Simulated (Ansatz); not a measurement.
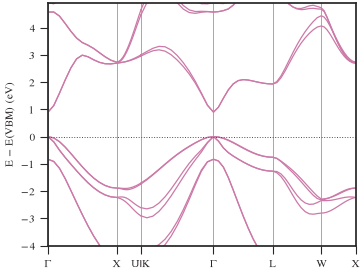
Figure: Band structure from DFT-r²SCAN with spin–orbit coupling in the program Ansatz with PAW potentials

### Question
Read off the gap and where the band edges lie.

### Answer
About 0.9 eV (0.90 eV by a search for the band edges); maximum at Γ, minimum at Γ.

The material is CdTe (zinc blende, space group No. 216).

Space group F-43m (zinc blende). Symmetry was held in the r²SCAN relaxation; of distortions, only those at the zone centre were tested.

Potentials: the earlier of the program's two PAW sets.
